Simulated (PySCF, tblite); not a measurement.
**C₅H₆ClF: dynamics, then NMR shifts on frames, part 1 of 2**

Aim: move C₅H₆ClF (`C=C(F)/C(Cl)=C\C`) away from its starting geometry and see how NMR shifts follow the geometry.

Computed with tblite 0.8.0 and PySCF 2.14.0, with density-fitted response routines of our own, on a single molecule in the gas phase. Atoms count from 0, in the outputs and in this text.

## (1) Starting geometry

13 atoms, charge 0, multiplicity 1; geometry from: GFN2-xTB.

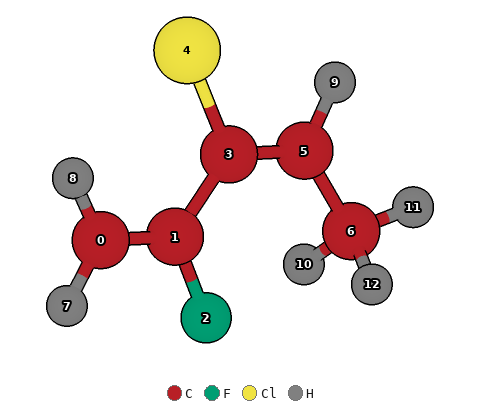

The starting geometry (carbon red, fluorine teal, chlorine yellow, hydrogen grey), atoms numbered.

## (2) Dynamics with GFN2-xTB

What the job is given:

```
{"job": {"kind": "md", "xc": "GFN2-xTB", "basis": "xTB", "temperature": 300, "steps": 2000, "every": 50, "frames": 5}, "charge": 0, "multiplicity": 1}
C      2.447698    -0.291700     0.275986
C      1.136713    -0.327363     0.071942
F      0.593219    -1.481700    -0.383972
C      0.171865     0.743173     0.282022
Cl     0.875448     2.210132     0.894637
C     -1.146072     0.718316     0.062673
C     -1.941483    -0.431762    -0.456744
H      3.050579    -1.160002     0.081913
H      2.934370     0.593472     0.635012
H     -1.699076     1.619848     0.284843
H     -1.893704    -1.275934     0.229998
H     -2.980309    -0.141322    -0.581851
H     -1.553635    -0.774672    -1.414187
```

Level: GFN2-xTB Langevin dynamics, gas phase.

Started as:

```console
OMP_NUM_THREADS=1 python probes_run.py task.json out
```

This one command runs all jobs of the session in turn.

The program printed:

```text
t/fs     T/K      E/eV
    0.0   250.0   -625.84179
   25.0   200.3   -625.48198
   50.0   320.0   -625.51844
   75.0   230.4   -625.40868
  100.0   313.2   -625.47792
  125.0   239.1   -625.35066
  150.0   281.0   -625.58173
  175.0   238.3   -625.45745
  200.0   279.9   -625.47438
  225.0   192.7   -625.38833
  250.0   308.6   -625.53252
  275.0   269.9   -625.46597
  300.0   326.8   -625.56279
  325.0   268.6   -625.55674
  350.0   251.1   -625.52944
  375.0   299.1   -625.48434
  400.0   315.0   -625.45194
  425.0   348.2   -625.38688
  450.0   262.7   -625.21142
  475.0   284.2   -625.45324
  500.0   252.7   -625.42097
  525.0   301.4   -625.50740
  550.0   223.7   -625.36253
  575.0   319.0   -625.44401
  600.0   289.9   -625.50733
  625.0   290.6   -625.43808
  650.0   337.3   -625.56346
  675.0   230.2   -625.31527
  700.0   231.0   -625.24592
  725.0   301.7   -625.37547
  750.0   307.2   -625.27934
  775.0   330.4   -625.32506
  800.0   351.6   -625.33563
  825.0   297.0   -625.43917
  850.0   322.3   -625.46362
  875.0   271.8   -625.49613
  900.0   340.6   -625.54847
  925.0   285.9   -625.42006
  950.0   231.2   -625.40728
  975.0   252.6   -625.40609
 1000.0   236.6   -625.30556
```

Wall time 11 s (1 thread of Intel Xeon Platinum 8488C, shared host).

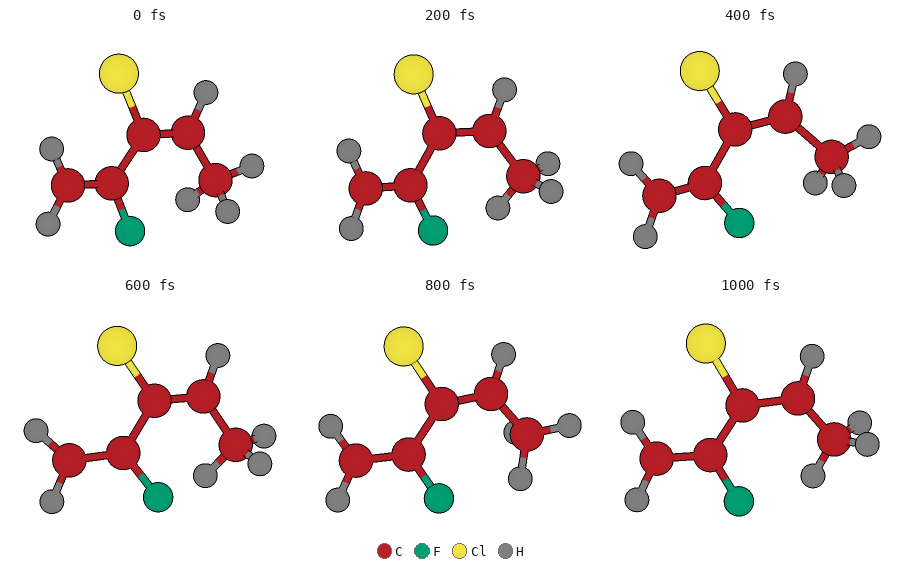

Frames of the run.

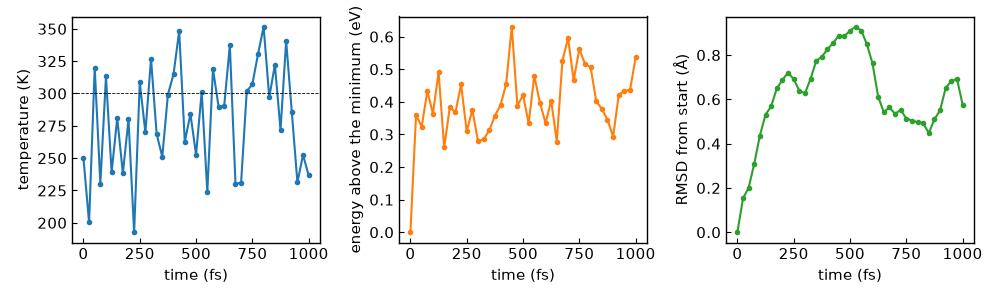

Temperature, potential energy and distance from the start.

Positions (Å) and forces (eV/Å) at 1000 fs:

```xyz
13

C     1.105   -1.263    0.995    1.951   -1.296   -0.073
C     0.094   -0.953    0.228   -1.887    0.076    0.456
F    -0.422   -1.904   -0.564    0.108   -0.412   -0.746
C    -0.771    0.210    0.343   -0.068    1.464   -0.580
Cl   -0.133    1.479    1.399    0.093   -0.346   -0.239
C    -1.843    0.595   -0.400    2.187    0.647    2.330
C    -2.681   -0.301   -1.107   -1.787   -0.919   -0.641
H     1.692   -2.198    0.791   -0.763    1.092    0.411
H     1.485   -0.552    1.684    0.301    0.154    0.325
H    -2.119    1.641   -0.288   -0.229   -0.219   -0.073
H    -3.720   -0.114   -0.871   -0.564   -0.109    0.887
H    -2.758    0.028   -2.116    0.679   -0.451   -1.431
H    -2.466   -1.351   -0.904   -0.021    0.321   -0.626
```

## (3) Shielding tensors: 250 fs, PBE0/pcSseg-1

What the job is given:

```
{"job": {"kind": "nmr", "xc": "PBE0", "basis": "pcSseg-1", "pop": false}, "charge": 0, "multiplicity": 1}
C      2.176800    -0.556300     0.448300
C      0.839100    -0.503300     0.208900
F      0.166800    -1.611700    -0.148500
C     -0.044000     0.644800     0.353600
Cl     0.754100     2.016300     1.049200
C     -1.297300     0.843700     0.062800
C     -2.194200    -0.225400    -0.542300
H      2.660100    -1.525200     0.250600
H      2.694200     0.294400     0.850800
H     -1.744400     1.840600     0.200300
H     -3.206500     0.018400    -0.208500
H     -2.153100    -0.175500    -1.616400
H     -2.069100    -1.228700    -0.077400
```

Level: GIAO PBE0/pcSseg-1 NMR shielding, non-relativistic, gas phase.

The program printed:

```text
coarse grid: 11864 points
cycle   1  E = -753.4877769701  dE =  9.193e-01  |g| = 5.362e-01  |ddm| = 3.364e+00
cycle   2  E = -753.4262007943  dE =  6.158e-02  |g| = 7.801e-01  |ddm| = 9.599e-01
cycle   3  E = -753.5438225160  dE = -1.176e-01  |g| = 1.035e-01  |ddm| = 6.412e-01
cycle   4  E = -753.5463133973  dE = -2.491e-03  |g| = 3.938e-02  |ddm| = 1.452e-01
cycle   5  E = -753.5466410434  dE = -3.276e-04  |g| = 1.215e-02  |ddm| = 4.591e-02
cycle   6  E = -753.5466657081  dE = -2.466e-05  |g| = 3.443e-03  |ddm| = 1.227e-02
cycle   7  E = -753.5466679781  dE = -2.270e-06  |g| = 1.409e-03  |ddm| = 3.803e-03
final grid: 111624 points
cycle   8  E = -753.5950551800  dE = -3.515e-05  |g| = 7.362e-03  |ddm| = 2.958e-02
cycle   9  E = -753.5950479468  dE =  7.233e-06  |g| = 9.435e-03  |ddm| = 1.522e-02
cycle  10  E = -753.5950673644  dE = -1.942e-05  |g| = 1.694e-03  |ddm| = 9.045e-03
cycle  11  E = -753.5950678943  dE = -5.298e-07  |g| = 4.179e-04  |ddm| = 1.682e-03
cycle  12  E = -753.5950679356  dE = -4.128e-08  |g| = 1.187e-04  |ddm| = 5.015e-04
cycle  13  E = -753.5950679386  dE = -3.050e-09  |g| = 4.009e-05  |ddm| = 1.308e-04
cycle  14  E = -753.5950679390  dE = -3.593e-10  |g| = 1.194e-05  |ddm| = 3.994e-05
converged SCF energy = -753.5950679390

GIAO shielding tensors (ppm)
atom      isotropic    diamagn.    paramagn.     s11        s22        s33       span
  0 C       77.301     256.891    -179.590    -23.418     95.403    159.918    183.336
  1 C       11.538     246.153    -234.615    -91.345     58.905     67.054    158.399
  2 F      276.831     477.010    -200.179    190.752    263.458    376.283    185.531
  3 C       58.578     257.401    -198.823    -39.373    100.448    114.659    154.033
  4 Cl     714.760    1148.107    -433.347    538.375    576.445   1029.460    491.085
  5 C       52.259     254.329    -202.070    -42.985     60.989    138.774    181.759
  6 C      168.954     245.095     -76.140    154.708    165.313    186.841     32.133
  7 H       25.725      28.286      -2.561     23.061     24.204     29.910      6.849
  8 H       25.584      30.834      -5.250     22.461     23.079     31.213      8.751
  9 H       24.940      30.977      -6.037     20.715     23.980     30.125      9.410
 10 H       30.025      27.100       2.925     25.529     28.346     36.199     10.669
 11 H       29.953      28.432       1.521     25.963     27.657     36.240     10.277
 12 H       28.437      29.092      -0.655     23.250     29.538     32.524      9.274
```

Run time: 15 s. Hardware: 1 thread of Intel Xeon Platinum 8488C, shared host.

The references, computed at this level on geometries of the same kind, shield at (ppm): 1H TMS 31.72, 13C TMS 186.9, 19F CFCl3 170.9, 35Cl HCl 950. Their shielding less the atom's gives the shift. The references are single molecules in the gas phase, so shifts against H2O, NH3, PH3, H3PO4 or CFCl3 are not on the usual liquid scales and can be off by tens of ppm. Each atom is listed at this fixed geometry, with no averaging over motion; a spectrum would average atoms that exchange fast.

```csv
atoms,environment,σ (ppm),δ (ppm)
C1,fully substituted alkene carbon,11.5,175.4
C5,alkene CH,52.3,134.7
C3,fully substituted alkene carbon,58.6,128.3
C0,terminal =CH2 carbon,77.3,109.6
C6,allylic methyl carbon,169.0,18.0
H9,hydrogen on an alkene CH,24.94,6.78
H8,hydrogen on a terminal =CH2 carbon,25.58,6.13
H7,hydrogen on a terminal =CH2 carbon,25.72,5.99
H12,hydrogen on an allylic methyl carbon,28.44,3.28
H11,hydrogen on an allylic methyl carbon,29.95,1.76
H10,hydrogen on an allylic methyl carbon,30.02,1.69
F2,vinylic fluorine,276.8,-105.9
Cl4,chlorine bonded to C,715,235
```

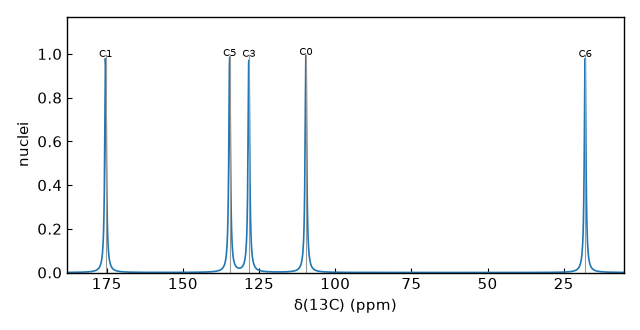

13C lines at the computed shifts, without couplings. Lines are broadened to a width of 0.63 ppm (Lorentzian).

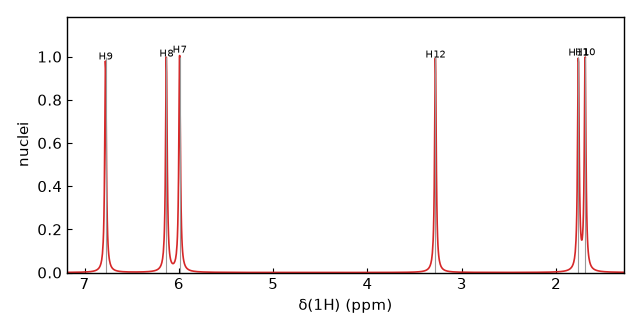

1H lines at the computed shifts, without couplings. Lines are broadened to a width of 0.02 ppm (Lorentzian).

## (4) Shielding tensors: 425 fs, PBE0/pcSseg-1

What the job is given:

```
{"job": {"kind": "nmr", "xc": "PBE0", "basis": "pcSseg-1", "pop": false}, "charge": 0, "multiplicity": 1}
C      1.724800    -1.055300     0.943200
C      0.556200    -0.761400     0.452100
F     -0.108100    -1.733700    -0.168900
C     -0.230400     0.423400     0.695300
Cl     0.443700     1.646700     1.598900
C     -1.474000     0.744900     0.300900
C     -2.468300     0.082300    -0.515000
H      2.074000    -2.061100     0.768500
H      2.464700    -0.356600     1.411800
H     -1.873800     1.726100     0.638500
H     -3.283600     0.763300    -0.720200
H     -2.157300    -0.294300    -1.476800
H     -2.904200    -0.774200     0.018700
```

Method: GIAO PBE0/pcSseg-1 NMR shielding, non-relativistic, gas phase.

The program printed:

```text
coarse grid: 11864 points
cycle   1  E = -753.4830103830  dE =  1.129e+00  |g| = 5.305e-01  |ddm| = 3.434e+00
cycle   2  E = -753.4347399122  dE =  4.827e-02  |g| = 7.338e-01  |ddm| = 9.342e-01
cycle   3  E = -753.5374284630  dE = -1.027e-01  |g| = 1.094e-01  |ddm| = 6.151e-01
cycle   4  E = -753.5401590458  dE = -2.731e-03  |g| = 3.910e-02  |ddm| = 1.512e-01
cycle   5  E = -753.5404912472  dE = -3.322e-04  |g| = 1.305e-02  |ddm| = 4.669e-02
cycle   6  E = -753.5405285461  dE = -3.730e-05  |g| = 4.220e-03  |ddm| = 1.463e-02
cycle   7  E = -753.5405327829  dE = -4.237e-06  |g| = 1.490e-03  |ddm| = 5.411e-03
final grid: 111624 points
cycle   8  E = -753.5877275721  dE = -3.171e-05  |g| = 7.092e-03  |ddm| = 2.909e-02
cycle   9  E = -753.5877194990  dE =  8.073e-06  |g| = 9.011e-03  |ddm| = 1.618e-02
cycle  10  E = -753.5877396394  dE = -2.014e-05  |g| = 1.489e-03  |ddm| = 9.991e-03
cycle  11  E = -753.5877401236  dE = -4.842e-07  |g| = 4.210e-04  |ddm| = 1.553e-03
cycle  12  E = -753.5877401651  dE = -4.156e-08  |g| = 1.277e-04  |ddm| = 4.582e-04
cycle  13  E = -753.5877401678  dE = -2.625e-09  |g| = 3.399e-05  |ddm| = 1.181e-04
cycle  14  E = -753.5877401680  dE = -2.115e-10  |g| = 1.269e-05  |ddm| = 3.977e-05
converged SCF energy = -753.5877401680

GIAO shielding tensors (ppm)
atom      isotropic    diamagn.    paramagn.     s11        s22        s33       span
  0 C       85.355     256.430    -171.075     -3.254     97.032    162.286    165.540
  1 C       23.442     243.304    -219.862    -73.994     70.304     74.014    148.008
  2 F      292.706     476.223    -183.517    215.619    297.408    365.091    149.471
  3 C       60.935     255.623    -194.688    -45.111    101.760    126.155    171.266
  4 Cl     741.890    1148.190    -406.300    585.126    636.620   1003.923    418.797
  5 C       43.359     252.438    -209.079    -51.946     48.980    133.044    184.991
  6 C      171.828     244.984     -73.156    157.752    168.464    189.269     31.517
  7 H       26.597      28.962      -2.365     24.409     24.895     30.488      6.079
  8 H       25.666      28.922      -3.256     22.873     24.013     30.113      7.239
  9 H       24.560      31.027      -6.467     19.087     22.975     31.617     12.530
 10 H       30.135      27.141       2.993     25.365     28.806     36.232     10.868
 11 H       29.800      29.670       0.130     25.371     28.736     35.293      9.921
 12 H       29.278      27.448       1.830     24.947     27.693     35.194     10.247
```

It took 15 s on 1 thread of Intel Xeon Platinum 8488C, shared host; peak memory 0.74 GiB.

Key values: δ C1 163.5, C5 143.6, C3 126.0, C0 101.6, H9 7.16, H8 6.05 ppm.

(Continued in part 2 of 2.)
